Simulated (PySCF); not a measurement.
**C5H9F (SMILES C/C=C(\F)CC): density, localisation and related maps**

```json
{"atom": "C", "x (Å)": "2.1653", "y (Å)": "0.2749", "z (Å)": "0.4346"}
{"atom": "C", "x (Å)": "0.8528", "y (Å)": "-0.3372", "z (Å)": "0.6515"}
{"atom": "C", "x (Å)": "-0.0544", "y (Å)": "-0.3811", "z (Å)": "-0.3094"}
{"atom": "F", "x (Å)": "0.1747", "y (Å)": "0.1469", "z (Å)": "-1.5654"}
{"atom": "C", "x (Å)": "-1.4698", "y (Å)": "-0.8620", "z (Å)": "-0.0362"}
{"atom": "C", "x (Å)": "-2.3765", "y (Å)": "0.2740", "z (Å)": "-0.4936"}
{"atom": "H", "x (Å)": "2.2163", "y (Å)": "0.7152", "z (Å)": "-0.5830"}
{"atom": "H", "x (Å)": "2.9552", "y (Å)": "-0.4452", "z (Å)": "0.5127"}
{"atom": "H", "x (Å)": "2.3680", "y (Å)": "0.9759", "z (Å)": "1.2745"}
{"atom": "H", "x (Å)": "0.7437", "y (Å)": "-0.7255", "z (Å)": "1.6624"}
{"atom": "H", "x (Å)": "-1.5304", "y (Å)": "-1.1367", "z (Å)": "1.0471"}
{"atom": "H", "x (Å)": "-1.7262", "y (Å)": "-1.7056", "z (Å)": "-0.6594"}
{"atom": "H", "x (Å)": "-3.3507", "y (Å)": "0.3159", "z (Å)": "-0.0518"}
{"atom": "H", "x (Å)": "-1.7719", "y (Å)": "1.1655", "z (Å)": "-0.3072"}
{"atom": "H", "x (Å)": "-2.4650", "y (Å)": "0.3729", "z (Å)": "-1.5519"}
```

Geometry: GFN2-xTB, MD frame at 250 fs, 300 K.

Method: PBE0/pcSseg-1, SCF density, gas phase, non-relativistic in PySCF 2.14.0.

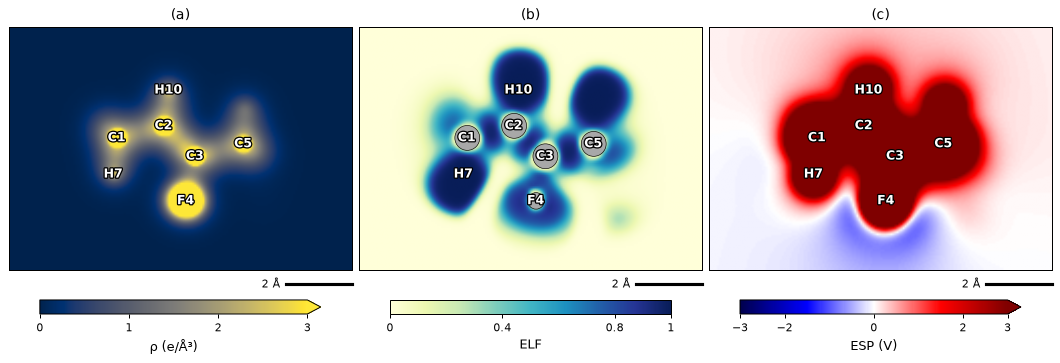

Figure 1. (a) electron density; (b) ELF; (c) molecular electrostatic potential on the plane of atoms C3, C2 and H10. Grey discs cover the atomic cores in the ELF map.

What do the fields say about this system?

- The plane passes through C, F and H nuclei.
- C–C (1.32 Å): the density is about 2.4 e/Å³ at the midpoint; the ELF peaks at about 0.90 between the atoms: a short, multiple covalent bond.
- C–F (1.38 Å): ρ is about 2.1 e/Å³ halfway, with its minimum of 1.6 e/Å³ about 0.5 Å from C; the ELF peaks at about 0.85 between the atoms, as expected for a shared but strongly polarised pair.
- C–H (1.09 Å): ρ is about 2 e/Å³ halfway; the ELF climbs to about 1 towards the hydrogen, as it does in any bond to H; a covalent bond by its length.
- C–C (1.46 Å): the density is about 1.8 e/Å³ at the midpoint; the ELF peaks at about 0.95 between the atoms; a shared electron pair.
- C–C (1.52 Å): the density is about 1.7 e/Å³ at the midpoint; the ELF peaks at about 0.95 between the atoms (localised, covalent bonding).
- The ELF also peaks beside F4, away from the bonds: lone-pair regions.
- Outside the dense part of the molecule the potential is most negative (−0.9 V) near F4.

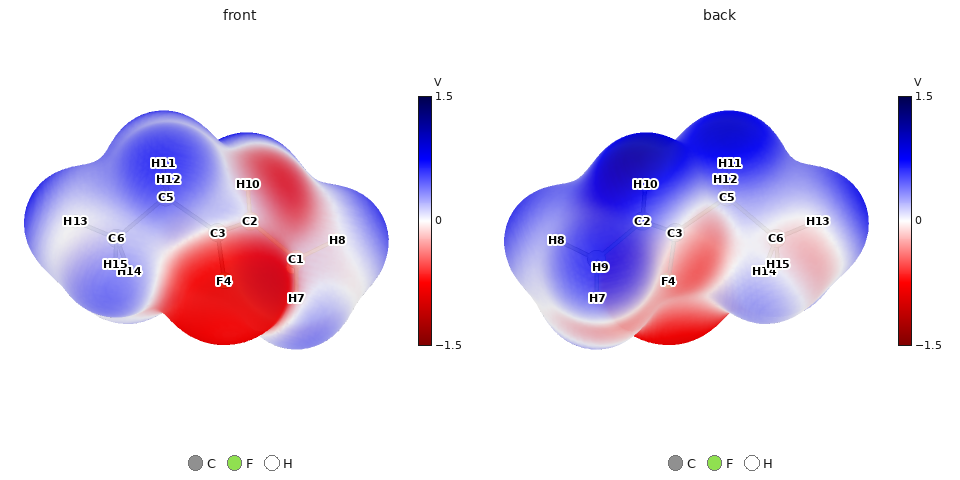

Figure 2. The molecular electrostatic potential painted on the density surface at 0.002 e/bohr³, seen from the front and from behind; the colour scale runs from red (negative) to blue (positive).

Which sites attract a positive test charge, and which a negative one?

A positive charge is drawn to the negative regions and a negative charge to the positive ones. The most negative region (about −0.9 V) lies over F4, the most positive (about +1.0 V) over H10.

What dipole moment does the calculation give?

Its dipole moment is 1.48 D.
